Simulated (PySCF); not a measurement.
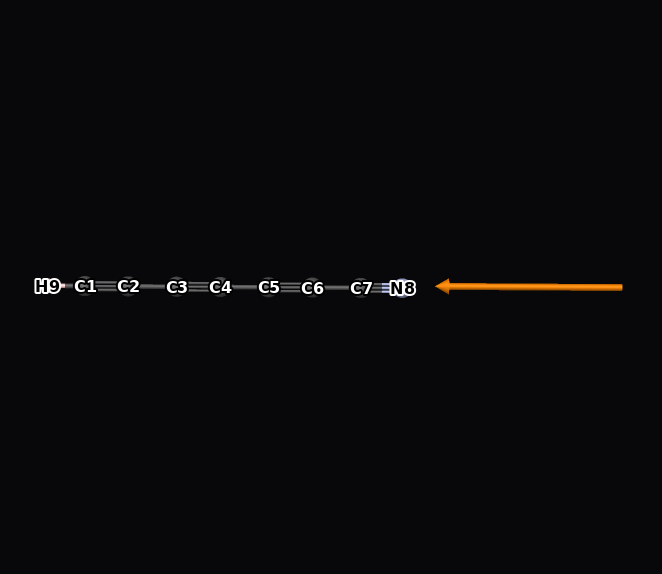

The arrow beside the molecule shows the direction of the dipole moment, from the negative to the positive end (its length means nothing). Computed geometry: GFN2-xTB optimisation. No frequency run is at hand to confirm it as a minimum. Properties computed with PBE0/pcSseg-1, gas phase (PySCF 2.14.0).

> Estimate the dipole moment.

5.33 D; it points from the side of N8 to the side of H9 (the outermost atoms at the two ends).
